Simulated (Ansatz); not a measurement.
Band structure of WC (P-6m2, 2 atoms in the cell).

```xyz
2
Lattice="1.4550 -2.5201 0.0000 1.4550 2.5201 0.0000 0.0000 0.0000 2.8400" Properties=species:S:1:pos:R:3 pbc="T T T"
W      0.0000     0.0000     0.0000
C      1.4550     0.8400     1.4200
```

Computed with PBE (plane waves, PAW; Ansatz, a program for electronic structure).

Settings: kpoints.mp_grid.grid = 17 17 15; hamiltonian.xc = pbe; hamiltonian.pseudopotentials = {kind: paw} (the program's default PAW files); scf.occupations.method = gaussian; scf.occupations.width = 0.272 eV; kpoints.band_path.npoints = 8.

The starting cell has typed, rounded lattice constants, without a prior relaxation at this level. Spin-orbit coupling is off. Spin polarisation is off.

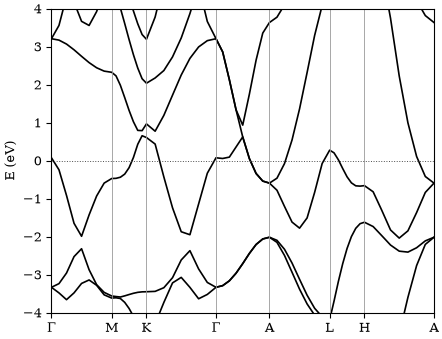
Bands along the path, energies from the Fermi level.

Levels in eV from the Fermi level, bands 6 to 12:
```json
[
 {"point": "Γ", "6": "-4.30", "7": "-3.33", "8": "-3.33", "9": "0.07", "10": "3.21", "11": "3.21", "12": "5.58"},
 {"point": "M", "6": "-7.02", "7": "-3.62", "8": "-3.56", "9": "-0.47", "10": "2.32", "11": "4.50", "12": "4.84"},
 {"point": "K", "6": "-6.55", "7": "-4.55", "8": "-3.45", "9": "0.61", "10": "0.97", "11": "2.04", "12": "3.19"},
 {"point": "A", "6": "-8.63", "7": "-2.02", "8": "-2.02", "9": "-0.59", "10": "-0.59", "11": "3.63", "12": "4.51"},
 {"point": "L", "6": "-6.44", "7": "-4.31", "8": "-4.19", "9": "0.27", "10": "4.40", "11": "5.26", "12": "6.60"},
 {"point": "H", "6": "-7.19", "7": "-5.39", "8": "-1.62", "9": "-0.66", "10": "4.37", "11": "6.33", "12": "7.55"}
]
```

Bands cross the Fermi level along this path, so the cell is metallic at this level.

Keys are those of Ansatz 0.2.
